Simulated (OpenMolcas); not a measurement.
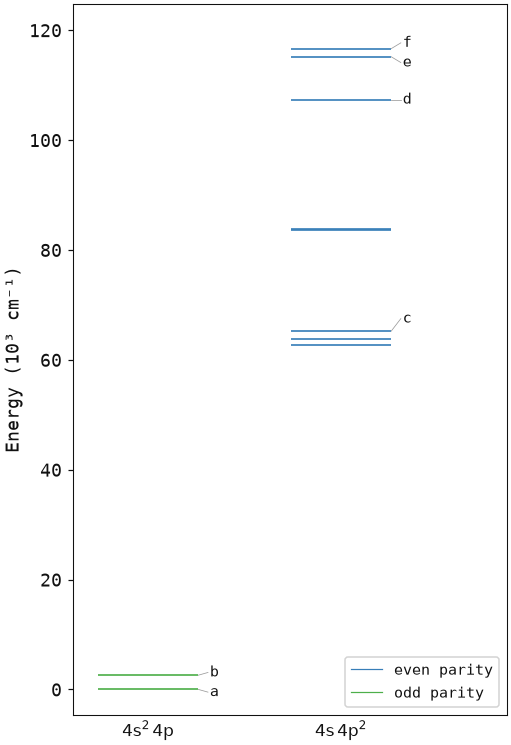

Figure 1. The lowest computed levels of As III (As²⁺), 6 of them lettered. a: 4s² 4p ²P°₁/₂ at 0; b: 4s² 4p ²P°₃/₂ at 2,580 cm⁻¹; c: 4s 4p² ⁴P₅/₂ at 65,200 cm⁻¹; d: 4s 4p² ²S₁/₂ at 107,000 cm⁻¹; e: 4s 4p² ²P₁/₂ at 115,000 cm⁻¹; f: 4s 4p² ²P₃/₂ at 117,000 cm⁻¹.

Multiconfigurational calculation, with input and output: As²⁺

- system: As²⁺.
- method: state-averaged MS-RASPT2, IPEA shift 0.5, imaginary shift 0.1 hartree, closed shells 3d correlated, active space 3 electrons in the shells 4s 4p 4d; RAS3 4d with at most 2 electrons, basis ANO-RCC-VQZP, DKH2 scalar Hamiltonian, spin-orbit coupling by RASSI with atomic mean-field integrals (OpenMolcas)

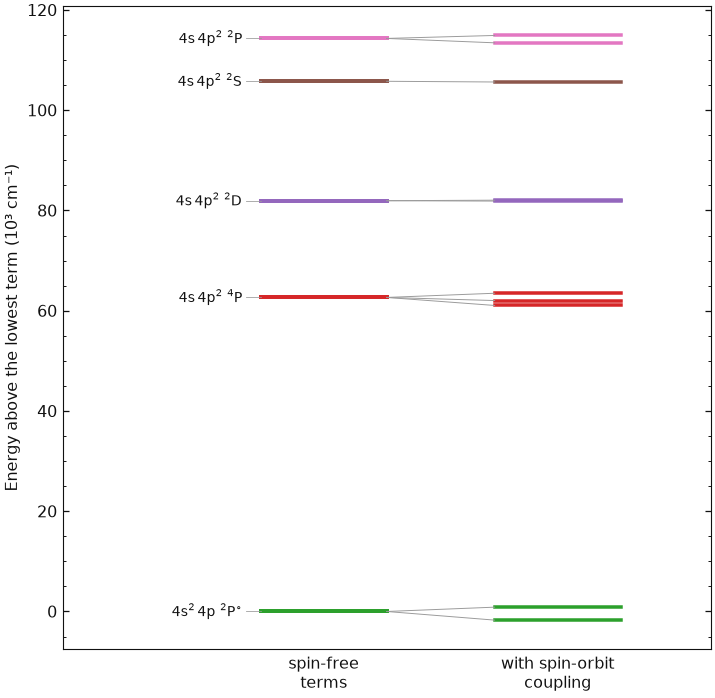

Figure 2. Terms of As III (As²⁺) without and with spin-orbit coupling; the J values are left off. 4s² 4p ²P° (at 0) splits over 2,580 cm⁻¹ into J = 1/2, 3/2 from the bottom up (normal); 4s 4p² ⁴P (at 62,600 cm⁻¹) splits over 2,430 cm⁻¹ into J = 1/2, 3/2, 5/2 from the bottom up (normal); 4s 4p² ²D (at 81,900 cm⁻¹) splits over 178 cm⁻¹ into J = 3/2, 5/2 from the bottom up (normal); 4s 4p² ²S (at 106,000 cm⁻¹) gives the one level J = 1/2; 4s 4p² ²P (at 114,000 cm⁻¹) splits over 1,470 cm⁻¹ into J = 1/2, 3/2 from the bottom up (normal). The ground level lies 1,720 cm⁻¹ below the lowest term.

Input and output of the run follow.

The input:
```
&GATEWAY
Coord
1

As 0.0 0.0 0.0
Basis=ANO-RCC-VQZP
Group=XYZ
NoMove
AngMom=0.0 0.0 0.0
AMFI
&SEWARD
&RASSCF
FileOrb=start.orb
Symmetry=2
Spin=4
nActEl=3 0 0
Inactive=8 6
Ras2=1 3
CIRoot=1 1 1
SDav=1
CIMx=300
Iter=120 100
PrWF=0.3
OrbListing=Nothing
MaxOrb=0
Atom
>>> COPY $Project.JobIph JOBPRE
&RASSCF
FileOrb=start.orb
Symmetry=2
Spin=4
nActEl=3 0 2
Inactive=8 6
Ras2=1 3
Ras3=5 0
CIRoot=1 1 1
SDav=46
CIMx=300
Iter=120 100
PrWF=0.3
OrbListing=Nothing
MaxOrb=0
Thrs=2.0e-7 1.0e-1 5.0e-4
Atom
>>> COPY $Project.JobIph JOB001
&RASSCF
FileOrb=start.orb
Symmetry=2
Spin=2
nActEl=3 0 2
Inactive=8 6
Ras2=1 3
Ras3=5 0
CIRoot=11 11 1
SDav=116
CIMx=300
Iter=120 100
PrWF=0.3
OrbListing=Nothing
MaxOrb=0
Thrs=2.0e-7 1.0e-1 5.0e-4
Atom
>>> COPY $Project.JobIph JOB002
&RASSCF
FileOrb=start.orb
Symmetry=1
Spin=4
nActEl=3 0 2
Inactive=8 6
Ras2=1 3
Ras3=5 0
CIRoot=3 3 1
SDav=28
CIMx=300
Iter=120 100
PrWF=0.3
OrbListing=Nothing
MaxOrb=0
Thrs=2.0e-7 1.0e-1 5.0e-4
Atom
>>> COPY $Project.JobIph JOB003
&RASSCF
FileOrb=start.orb
Symmetry=1
Spin=2
nActEl=3 0 2
Inactive=8 6
Ras2=1 3
Ras3=5 0
CIRoot=9 9 1
SDav=84
CIMx=300
Iter=120 100
PrWF=0.3
OrbListing=Nothing
MaxOrb=0
Thrs=2.0e-7 1.0e-1 5.0e-4
Atom
>>> COPY $Project.JobIph JOB004
&RASSI
NrOfJobIphs=4 1 11 3 9
1
1 2 3 4 5 6 7 8 9 10 11
1 2 3
1 2 3 4 5 6 7 8 9
IphNames
JOB001
JOB002
JOB003
JOB004
EJob
SpinOrbit
DIPRint=1.0
SOCoupling=1000.0
Subsets=2
MEES
Property=10
'ANGMOM' 1 'ANGMOM' 2 'ANGMOM' 3 'MLTPL  1' 1 'MLTPL  1' 2 'MLTPL  1' 3
'AMFI' 1 'AMFI' 2 'AMFI' 3 'MLTPL  2' 6
SOProperty=3
'ANGMOM' 1 'ANGMOM' 2 'ANGMOM' 3
>>> COPY JOB001 $Project.JobIph
&CASPT2
Multistate=1 1
Frozen=3 6
IPEA=0.5
Imaginary=0.1
MaxIter=60
WThr=0.0 0.3 0.05
PrWF=0.5
NoMix
>>> COPY JOB002 $Project.JobIph
&CASPT2
Multistate=11 1 2 3 4 5 6 7 8 9 10 11
Frozen=3 6
IPEA=0.5
Imaginary=0.1
MaxIter=60
WThr=0.0 0.3 0.05
PrWF=0.5
NoMix
>>> COPY JOB003 $Project.JobIph
&CASPT2
Multistate=3 1 2 3
Frozen=3 6
IPEA=0.5
Imaginary=0.1
MaxIter=60
WThr=0.0 0.3 0.05
PrWF=0.5
NoMix
>>> COPY JOB004 $Project.JobIph
&CASPT2
Multistate=9 1 2 3 4 5 6 7 8 9
Frozen=3 6
IPEA=0.5
Imaginary=0.1
MaxIter=60
WThr=0.0 0.3 0.05
PrWF=0.5
NoMix
```

The file start.orb holds starting orbitals from an earlier step. A driver script formed the levels outside the program, from RASSI's spin-orbit matrix and the CASPT2 energies (for multi-state variants, the effective Hamiltonian), averaged over the components of each term or state. The log and the time are those of the CASPT2 step.

Output (extracts):
```
--- CASPT2 ---
Orbital specifications:
      -----------------------

      Symmetry species                           1   2
                                                ag  au
      Frozen orbitals                            3   6
      Inactive orbitals                          5   0
      Active orbitals                            6   3
      Secondary orbitals                        22  23
      Deleted orbitals                           0   0
      Number of basis functions                 36  32
Type of calculation                        SS-CASPT2
      Fock operator                              state-specific
      IPEA shift                                 0.50
      Real shift                                 0.00
      Imaginary shift                            0.10
      The input orbitals will be transformed to quasi-canonical
Reference energy:       -2257.2090126227
      E2 (Non-variational):      -0.0856940369
      Shift correction:          -0.0000286614
      E2 (Variational):          -0.0857226983
      Total energy:           -2257.2947353210
      Residual norm:              0.0000003225
      Reference weight:           0.98615
      Contributions to the CASPT2 correlation energy
      Active & Virtual Only:         -0.0037099290
      One Inactive Excited:          -0.0254247519
      Two Inactive Excited:          -0.0565593560
::    CASPT2 Root  1     Total energy:  -2257.29473532
--- CASPT2 ---
Orbital specifications:
      -----------------------

      Symmetry species                           1   2
                                                ag  au
      Frozen orbitals                            3   6
      Inactive orbitals                          5   0
      Active orbitals                            6   3
      Secondary orbitals                        22  23
      Deleted orbitals                           0   0
      Number of basis functions                 36  32
Type of calculation                        MS-CASPT2
      Fock operator                              state-specific
      IPEA shift                                 0.50
      Real shift                                 0.00
      Imaginary shift                            0.10
      The input orbitals will be transformed to quasi-canonical
Reference energy:       -2257.9763698784
      E2 (Non-variational):      -0.1001152034
      Shift correction:          -0.0000510926
      E2 (Variational):          -0.1001662960
      Total energy:           -2258.0765361744
      Residual norm:              0.0000001054
      Reference weight:           0.98171
      Contributions to the CASPT2 correlation energy
      Active & Virtual Only:         -0.0155269545
      One Inactive Excited:          -0.0268263916
      Two Inactive Excited:          -0.0577618572
Reference energy:       -2257.9763698784
      E2 (Non-variational):      -0.1000736773
      Shift correction:          -0.0000508177
      E2 (Variational):          -0.1001244951
      Total energy:           -2258.0764943735
      Residual norm:              0.0000001028
      Reference weight:           0.98174
      Contributions to the CASPT2 correlation energy
      Active & Virtual Only:         -0.0154853902
      One Inactive Excited:          -0.0268264297
      Two Inactive Excited:          -0.0577618573
::    CASPT2 Root  1     Total energy:  -2258.07653617
::    CASPT2 Root  2     Total energy:  -2258.07649437
::    CASPT2 Root  3     Total energy:  -2258.07653163
::    CASPT2 Root  4     Total energy:  -2257.33890171
::    CASPT2 Root  5     Total energy:  -2257.33893222
::    CASPT2 Root  6     Total energy:  -2257.33892541
::    CASPT2 Root  7     Total energy:  -2257.33896992
::    CASPT2 Root  8     Total energy:  -2257.33890081
::    CASPT2 Root  9     Total energy:  -2257.24640869
::    CASPT2 Root 10     Total energy:  -2257.24641193
::    CASPT2 Root 11     Total energy:  -2257.24641109
::    MS-CASPT2 Root  1     Total energy:  -2258.07682303
::    MS-CASPT2 Root  2     Total energy:  -2258.07681845
::    MS-CASPT2 Root  3     Total energy:  -2258.07678081
::    MS-CASPT2 Root  4     Total energy:  -2257.33900528
::    MS-CASPT2 Root  5     Total energy:  -2257.33894565
::    MS-CASPT2 Root  6     Total energy:  -2257.33893349
::    MS-CASPT2 Root  7     Total energy:  -2257.33887947
::    MS-CASPT2 Root  8     Total energy:  -2257.33886616
::    MS-CASPT2 Root  9     Total energy:  -2257.24612514
::    MS-CASPT2 Root 10     Total energy:  -2257.24612438
::    MS-CASPT2 Root 11     Total energy:  -2257.24612208
--- CASPT2 ---
Orbital specifications:
      -----------------------

      Symmetry species                           1   2
                                                ag  au
      Frozen orbitals                            3   6
      Inactive orbitals                          5   0
      Active orbitals                            6   3
      Secondary orbitals                        22  23
      Deleted orbitals                           0   0
      Number of basis functions                 36  32
Type of calculation                        MS-CASPT2
      Fock operator                              state-specific
      IPEA shift                                 0.50
      Real shift                                 0.00
      Imaginary shift                            0.10
      The input orbitals will be transformed to quasi-canonical
Reference energy:       -2257.7072021528
      E2 (Non-variational):      -0.0841426704
      Shift correction:          -0.0000253573
      E2 (Variational):          -0.0841680277
      Total energy:           -2257.7913701805
      Residual norm:              0.0000003418
      Reference weight:           0.98703
      Contributions to the CASPT2 correlation energy
      Active & Virtual Only:         -0.0036295849
      One Inactive Excited:          -0.0224484501
      Two Inactive Excited:          -0.0580646354
Reference energy:       -2257.7072021528
      E2 (Non-variational):      -0.0841323122
      Shift correction:          -0.0000253374
      E2 (Variational):          -0.0841576496
      Total energy:           -2257.7913598024
      Residual norm:              0.0000003419
      Reference weight:           0.98703
      Contributions to the CASPT2 correlation energy
      Active & Virtual Only:         -0.0036295823
      One Inactive Excited:          -0.0224380932
      Two Inactive Excited:          -0.0580646366
::    CASPT2 Root  1     Total energy:  -2257.79137018
::    CASPT2 Root  2     Total energy:  -2257.79135980
::    CASPT2 Root  3     Total energy:  -2257.79135973
::    MS-CASPT2 Root  1     Total energy:  -2257.79137018
::    MS-CASPT2 Root  2     Total energy:  -2257.79135980
::    MS-CASPT2 Root  3     Total energy:  -2257.79135973
--- CASPT2 ---
Orbital specifications:
      -----------------------

      Symmetry species                           1   2
                                                ag  au
      Frozen orbitals                            3   6
      Inactive orbitals                          5   0
      Active orbitals                            6   3
      Secondary orbitals                        22  23
      Deleted orbitals                           0   0
      Number of basis functions                 36  32
Type of calculation                        MS-CASPT2
      Fock operator                              state-specific
      IPEA shift                                 0.50
      Real shift                                 0.00
      Imaginary shift                            0.10
      The input orbitals will be transformed to quasi-canonical
Reference energy:       -2257.6077370185
      E2 (Non-variational):      -0.0955375341
      Shift correction:          -0.0001800330
      E2 (Variational):          -0.0957175672
      Total energy:           -2257.7034545857
      Residual norm:              0.0000001498
      Reference weight:           0.97690
      Contributions to the CASPT2 correlation energy
      Active & Virtual Only:         -0.0158125790
      One Inactive Excited:          -0.0226033781
      Two Inactive Excited:          -0.0571215771
Reference energy:       -2257.6077370185
      E2 (Non-variational):      -0.0955377061
      Shift correction:          -0.0001797351
      E2 (Variational):          -0.0957174411
      Total energy:           -2257.7034544596
      Residual norm:              0.0000001492
      Reference weight:           0.97691
      Contributions to the CASPT2 correlation energy
      Active & Virtual Only:         -0.0158117258
      One Inactive Excited:          -0.0226044035
      Two Inactive Excited:          -0.0571215768
::    CASPT2 Root  1     Total energy:  -2257.70345459
::    CASPT2 Root  2     Total energy:  -2257.70345446
::    CASPT2 Root  3     Total energy:  -2257.70345352
::    CASPT2 Root  4     Total energy:  -2257.70344981
::    CASPT2 Root  5     Total energy:  -2257.70341114
::    CASPT2 Root  6     Total energy:  -2257.59489617
::    CASPT2 Root  7     Total energy:  -2257.55594629
::    CASPT2 Root  8     Total energy:  -2257.55594576
::    CASPT2 Root  9     Total energy:  -2257.55594413
::    MS-CASPT2 Root  1     Total energy:  -2257.70350978
::    MS-CASPT2 Root  2     Total energy:  -2257.70347012
::    MS-CASPT2 Root  3     Total energy:  -2257.70345573
::    MS-CASPT2 Root  4     Total energy:  -2257.70341001
::    MS-CASPT2 Root  5     Total energy:  -2257.70337888
::    MS-CASPT2 Root  6     Total energy:  -2257.59489516
::    MS-CASPT2 Root  7     Total energy:  -2257.55594629
::    MS-CASPT2 Root  8     Total energy:  -2257.55594576
::    MS-CASPT2 Root  9     Total energy:  -2257.55594413
```

Spin-orbit levels, grouped by J and assigned:

```
Configuration   Level  E (cm⁻¹)  LS purity (%)  Landé g
       4s² 4p  ²P°₁/₂         0            100    0.666
       4s² 4p  ²P°₃/₂     2,584            100    1.334
       4s 4p²   ⁴P₁/₂    62,770            100    2.669
       4s 4p²   ⁴P₃/₂    63,750            100    1.735
       4s 4p²   ⁴P₅/₂    65,210            100    1.600
       4s 4p²   ²D₃/₂    83,590            100    0.801
       4s 4p²   ²D₅/₂    83,770            100    1.202
       4s 4p²   ²S₁/₂   107,400             97    1.964
       4s 4p²   ²P₁/₂   115,200             97    0.705
       4s 4p²   ²P₃/₂   116,600            100    1.334
```

Summary:

- outcome: converged
- lowest level: 4s² 4p ²P°₁/₂
- first excited level: 4s² 4p ²P°₃/₂, 2,584 cm⁻¹ (measured: 2,940)
- energy of the lowest spin-free term: −2258.07681 hartree
- energy of the lowest spin-orbit level: −2258.08466 hartree
- CASPT2 correlation energy: −0.1004 hartree
- largest spread among components of a term: 30.5 cm⁻¹
- lowest reference weight: 0.970
- hardware: 1 CPU thread, shared host
- wall time: 11 s

Notes:

Limits: extra active shells serve correlation only, their own levels not computed; only configurations of the active space are included.
